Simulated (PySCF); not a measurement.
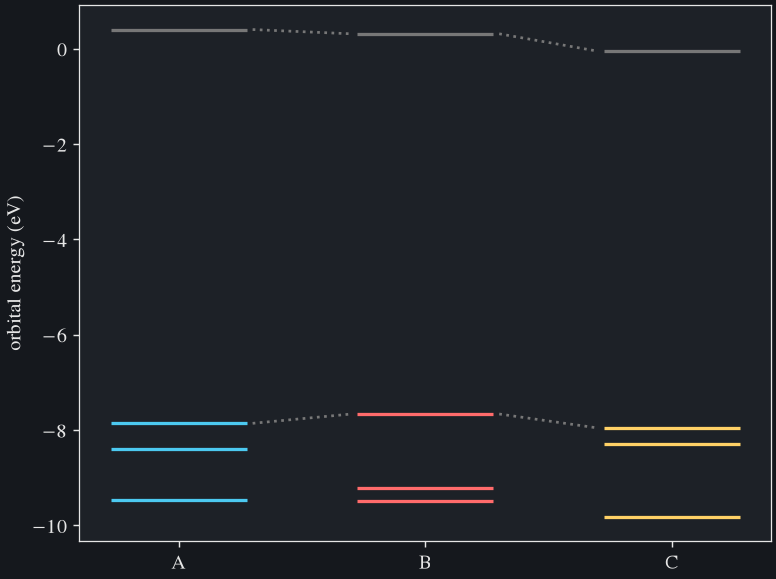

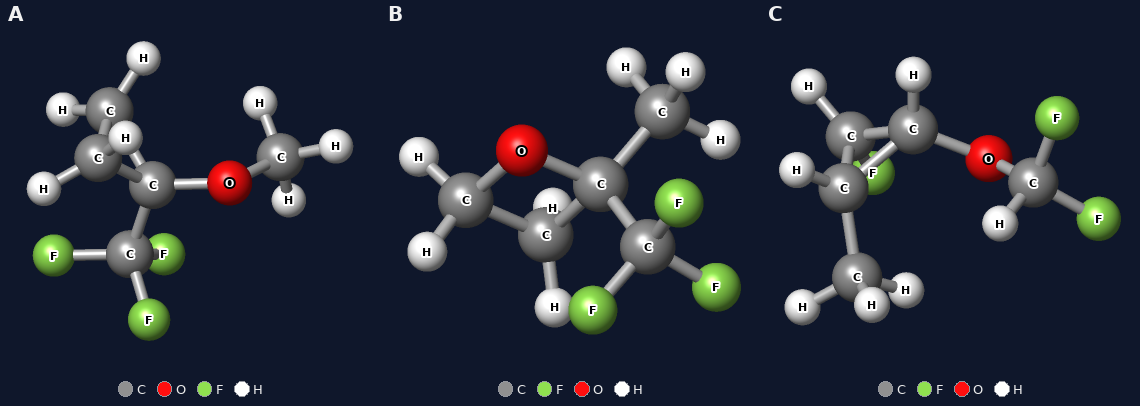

Related molecules: A is C₅H₇F₃O, SMILES COC1(C(F)(F)F)CC1; B is C₅H₇F₃O, SMILES C[C@]1(C(F)(F)F)CCO1; C is C₅H₇F₃O, SMILES C[C@@H]1[C@H](F)[C@@H]1OC(F)F. Frontier orbital energies, B3LYP/def2-SVPD in PySCF, at a PBE0-D3(BJ)/def2-SVP geometry (no frequency check); drawn are at most three filled levels and, in grey, the LUMO with any level within 0.03 eV of it; dotted lines join the HOMOs and the LUMOs.

What does the change do to the frontier levels?

From A to B the HOMO rises by 0.20 eV and the LUMO falls by 0.09 eV, so the separation goes from 8.26 to 7.98 eV. From A to C the HOMO falls by 0.10 eV and the LUMO falls by 0.45 eV, so the separation goes from 8.26 to 7.90 eV.

Does the ΔSCF ionisation energy follow the HOMO?

A: −ε(HOMO) 7.86, ΔSCF 10.14 eV; B: −ε(HOMO) 7.66, ΔSCF 10.05 eV; C: −ε(HOMO) 7.95, ΔSCF 10.17 eV.

Limits of at least one run: empty levels above zero depend strongly on the basis; one conformer of a flexible molecule.
